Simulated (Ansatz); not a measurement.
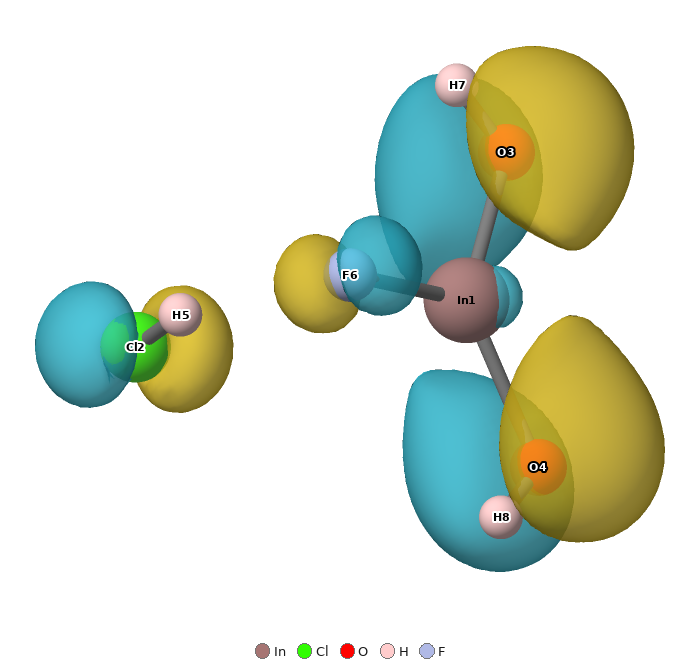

*FH2InO2···HCl. The HOMO−1 at ±0.08 Å⁻³ᐟ² (yellow and cyan are the two phases), seen at a tilt.*

Core potentials replace the inner electrons of In.

The calculation used RKS PBE/def2-SVP (Ansatz).

```xyz
8

In   -0.5201   -0.5827    0.2614
Cl    1.3168    2.4461   -0.9195
O    -1.7296   -1.0042   -1.2774
O    -1.0260   -0.1421    2.1478
H     1.8760    1.2679   -0.7234
F     1.4388   -0.7626   -0.0902
H    -1.1608   -1.2003   -2.0496
H    -0.1951   -0.0218    2.6508
```

Where does this orbital lie, and at what energy?

By Hirshfeld shares it lies mainly on O4 (about 40 %), O3 (about 40 %) and In1 (about 10 %); largely a combination of lone pairs on O4 and O3. Its energy is −7.40 eV.
